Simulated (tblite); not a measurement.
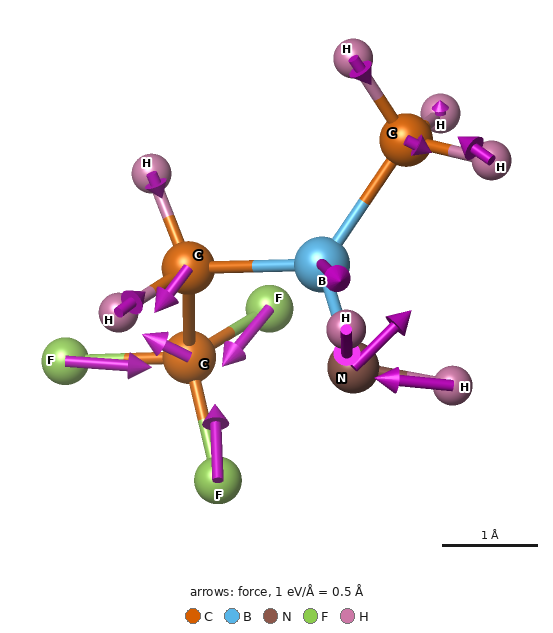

Starting geometry of C₃H₇BF₃N with the computed forces as purple arrows. The picture is a ball-and-stick view, seen from a free direction.

Level of theory: GFN2-xTB geometry optimisation, gas phase in tblite 0.8.0. 

### What follows when this structure is relaxed?

It isn't relaxed: the largest force vector, on the B atom, is 2.70 eV/Å. The final displacements follow the starting forces only in part (cosine between the two patterns 0.33). An H atom moves most after the best rigid fit: 2.33 Å. Largest moves by element: H 2.33 Å, F 1.38 Å, N 0.80 Å, C 0.48 Å, B 0.20 Å. Some distances before and after: B–N 1.547 → 1.376 Å, C–F 1.409 → 1.348 Å, H–N 1.065 → 1.007 Å, C–H 1.128 → 1.092 Å. Bond angles that change, for instance: B–N–H 105.0° → 122.7°, B–N–H 110.6° → 125.1°, H–N–H 103.7° → 112.1°. Groups turn about B–C by about 70°. Over 169 geometry steps the energy falls by 1.769 eV.
